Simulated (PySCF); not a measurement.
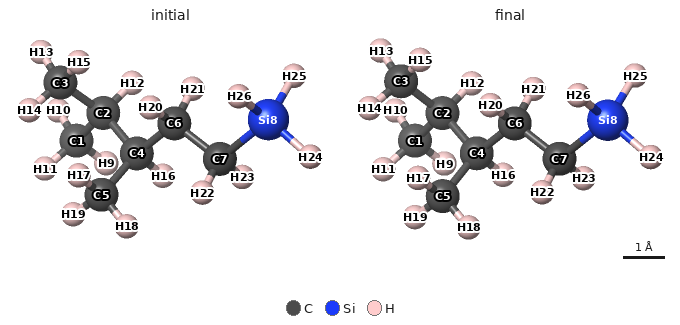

The structure of C₇H₁₈Si before (left) and after (right) a relaxation, at one scale.

The picture is a ball-and-stick view, seen from a free direction.

The start comes from GFN2-xTB.

Theory: PySCF 2.14.0, density-fitted response routines, PBE0-D3(BJ)/def2-SVP geometry optimisation, gas phase. 

What changed between the two?

Answer. Over 3 geometry steps the energy falls by 0.099 eV. The largest force component goes from 0.74 to 0.014 eV/Å. The atom that moves furthest after the best rigid fit is H19 (0.093 Å). Largest moves by element: H 0.093 Å, C 0.056 Å, Si 0.027 Å. Among the contacts that change: Si8–H25 1.465 → 1.497 Å, Si8–H24 1.464 → 1.496 Å, C7–Si8 1.900 → 1.885 Å, C1–H10 1.088 → 1.101 Å.
